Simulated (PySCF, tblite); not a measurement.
# C8H11BS: geometry, infrared bands and NMR shifts

Wanted: the infrared bands and NMR shifts of C8H11BS (`C=CB(CC)c1cccs1`), by calculation.

The runs use tblite 0.8.0 and PySCF 2.14.0, with density-fitted response routines of our own; the level of theory stands in each step. All values are computed, except where a source is named. Atoms are numbered from 0 throughout.

## Step 1: The starting structure

21 atoms, charge 0, multiplicity 1; geometry from: force field or distance geometry start.

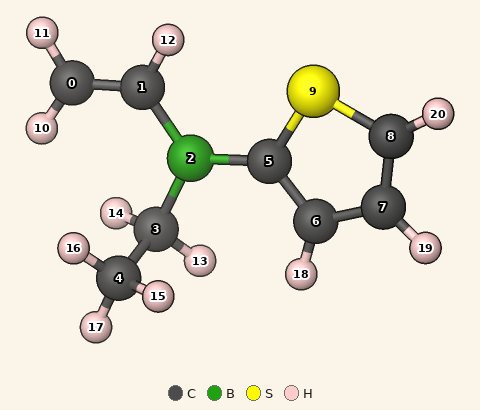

As it starts; carbon dark grey, boron green, sulfur yellow, hydrogen pink, atoms numbered; sticks join atoms by distance.

## Step 2: Relaxing the molecule with GFN2-xTB

Job settings and geometry (Å):

```
{"job": {"kind": "relax", "xc": "GFN2-xTB", "basis": "xTB"}, "charge": 0, "multiplicity": 1}
C     -2.083800     2.206800     0.796400
C     -0.817600     1.854700     0.647100
B     -0.332700     0.602600    -0.198300
C     -1.397600    -0.276600    -1.032600
C     -1.998000    -1.379800    -0.139900
C      1.160500     0.150500    -0.125900
C      1.718300    -0.995400    -0.685700
C      3.095700    -1.131800    -0.432600
C      3.634600    -0.106000     0.315800
S      2.391800     0.978300     0.677000
H     -2.905400     1.657800     0.330300
H     -2.347700     3.069700     1.406700
H     -0.062400     2.438600     1.178600
H     -0.889000    -0.748300    -1.900100
H     -2.209400     0.367400    -1.425100
H     -1.203500    -2.056500     0.238400
H     -2.535100    -0.930900     0.720100
H     -2.719700    -1.980700    -0.743600
H      1.152500    -1.725600    -1.239900
H      3.678800    -1.971000    -0.791200
H      4.660700    -0.006900     0.621900
```

Launch:

```sh
$ OMP_NUM_THREADS=1 python probes_run.py task.json out
```

One launch serves the whole session: the jobs run in the order shown.

**Question.** This job is followed by: GFN2-xTB harmonic vibrations, gas phase; GIAO PBE0/pcSseg-1 NMR shielding, non-relativistic, gas phase. What will the session give for the following? strongest single infrared mode (GFN2-xTB); zero-point energy (GFN2-xTB); 13C shifts against TMS (PBE0/pcSseg-1); 1H shifts against TMS (PBE0/pcSseg-1, means over atoms taken as alike); 11B shifts against BF3·OEt2 (PBE0/pcSseg-1); 33S shifts against CS2 (PBE0/pcSseg-1).

The runs gave:

| quantity | value |
| --- | --- |
| strongest single infrared mode (GFN2-xTB) | 1420 cm⁻¹, 140 km/mol |
| zero-point energy (GFN2-xTB) | 104.3 kcal/mol |
| 13C shifts against TMS (PBE0/pcSseg-1) | 159.0, 149.7, 148.7, 147.0, 145.7, 133.2, 15.8, 14.8 ppm |
| 1H shifts against TMS (PBE0/pcSseg-1, means over atoms taken as alike) | 8.20, 7.88, 7.48, 7.43, 6.88, 6.81, 1.79, 1.23 ppm |
| 11B shifts against BF3·OEt2 (PBE0/pcSseg-1) | 54.9 ppm |
| 33S shifts against CS2 (PBE0/pcSseg-1) | 267 ppm |

Relaxing lowered the energy by 0.222 eV in 48 steps; the close pair that moved most is C5–S9, from 1.687 to 1.752 Å. No mode is imaginary among the 57: a minimum at this level. GFN2-xTB is a fitted tight-binding method: band positions and strengths are rough. Its intensities can rank the bands wrongly. At PBE0/pcSseg-1: The largest span, 314 ppm, is at S9, where the paramagnetic term is -822 ppm. NICS(1)zz of -27 ppm above the planar ring from C5 marks a diatropic (aromatic) ring current.
